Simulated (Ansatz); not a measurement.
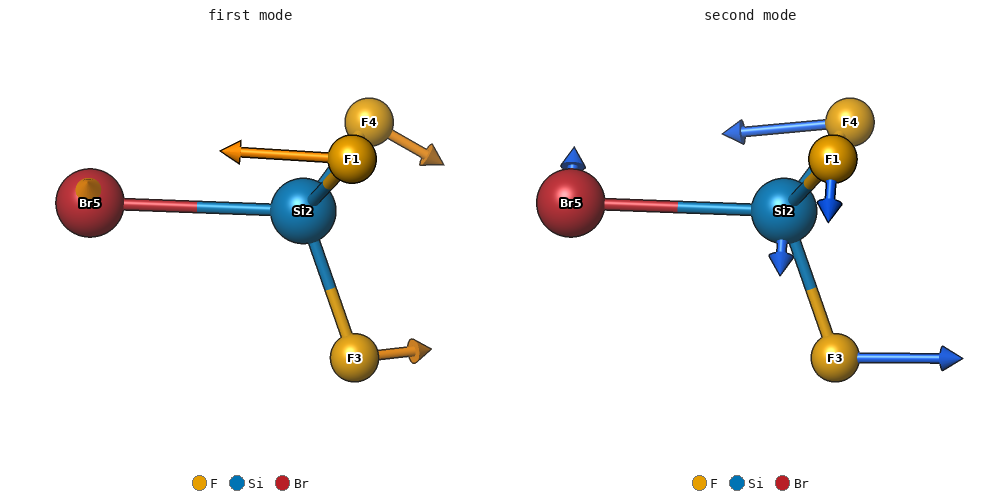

The system is BrF3Si, SMILES F[Si](F)(F)Br; the picture shows the reference structure; its two panels give the patterns of the first and the second mode as arrows. The first coordinate is: normal mode 1 (196 cm⁻¹); the second: normal mode 2 (196 cm⁻¹). Nothing is relaxed (straight displacements along the two mass-weighted modes). Grid: 11 × 11 points. Points are written as (first, second). All energies are given in kJ/mol relative to the relaxed molecule at the same level. These are results of Ansatz 0.2.0, RKS BHLYP-D4/def2-SVP, not measurements.

Its coordinates:

```yaml
atoms:
  - { symbol: F, position_ang: [-0.0301, 0.0371, 1.6087] }
  - { symbol: Si, position_ang: [0.0635, -0.0817, 0.0340] }
  - { symbol: F, position_ang: [-0.4203, -1.5298, -0.3805] }
  - { symbol: F, position_ang: [1.5824, 0.0683, -0.3820] }
  - { symbol: Br, position_ang: [-1.1455, 1.4325, -0.9217] }
```

Range: normal mode 1 (196 cm⁻¹) from −2.80 to 2.80 amu½·Å; normal mode 2 (196 cm⁻¹) from −3.16 to 3.16 amu½·Å.

What landscape does the calculation give?

The lowest grid point is at (0.00 amu½·Å, 0.00 amu½·Å), 0 kJ/mol from the relaxed molecule at the same level. No other kind of well shows on this grid. The highest grid point, (−2.80 amu½·Å, 3.16 amu½·Å), lies 186 kJ/mol above the lowest.

```
normal mode 2 (196 cm⁻¹) ↓, normal mode 1 (196 cm⁻¹) →  −2.80  −2.24  −1.68  −1.12  −0.56  0.00  0.56  1.12  1.68  2.24  2.80
                                                  3.16    186    154    128    107     92    83    80    84    95   114   143
                                                  2.52    138    109     86     69     57    50    49    54    66    86   115
                                                  1.89    101     75     55     41     31    27    27    33    46    66    95
                                                  1.26     75     52     35     22     15    11    13    19    32    53    82
                                                  0.63     60     39     23     12      5     3     5    12    25    45    74
                                                  0.00     55     34     19      8      2     0     2     9    22    43    71
                                                 −0.63     60     39     23     12      5     3     5    12    25    45    74
                                                 −1.26     75     52     35     22     15    11    13    19    32    52    81
                                                 −1.89    101     75     55     41     31    27    27    33    45    66    95
                                                 −2.52    137    109     86     69     57    50    49    54    66    86   115
                                                 −3.16    186    154    128    107     93    84    81    84    95   114   143
```

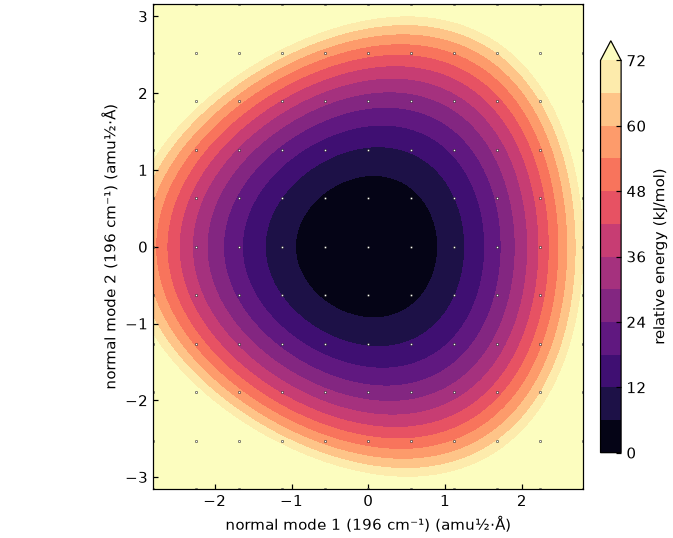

In the figure: filled contours, dots at the grid points, one colour for all values above the top of the scale. Between grid points the surface is interpolated.

Each point was launched as `ansatz run input.yaml --threads 1 --pin off --max-ram 2560MiB --backend cpu --events-out ev --progress --plain --runs-dir out`. Time for the 121 points that were run: 9.8 min on 1 thread of Arm Neoverse V2, on a shared host.
